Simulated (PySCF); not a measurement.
C2H8Cl2Si2, SMILES Cl[SiH2]CC[SiH2]Cl at its CAM-B3LYP/def2-SVP optimised geometry (Å):

```
14

Si     0.5520     0.0729     0.0000
Cl    -0.0918    -0.8296     1.7587
C     -0.1267    -0.8922    -1.4555
C     -1.6595    -0.9887    -1.4936
Si    -2.3382    -1.9534    -2.9493
Cl    -1.6949    -1.0501    -4.7078
H      2.0369     0.0729     0.0000
H      0.0424     1.4686     0.0000
H      0.3273    -1.8977    -1.4327
H      0.2507    -0.4124    -2.3757
H     -2.1136     0.0169    -1.5161
H     -2.0369    -1.4686    -0.5735
H     -3.8231    -1.9538    -2.9491
H     -1.8282    -3.3490    -2.9499
```

Computed with CAM-B3LYP/def2-TZVP (PySCF 2.14.0). Cells within 0.4 Å of a nucleus heavier than hydrogen are left out (blank, or x).

Map of the HOMO amplitude (bohr^(-3/2)) on the plane z = 0.0 Å; orbital energy -9.59 eV, overall sign arbitrary:

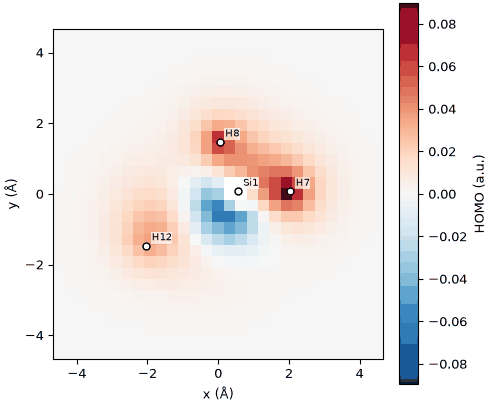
Figure: HOMO amplitude (bohr^(-3/2)) on the plane z = 0.0 Å.
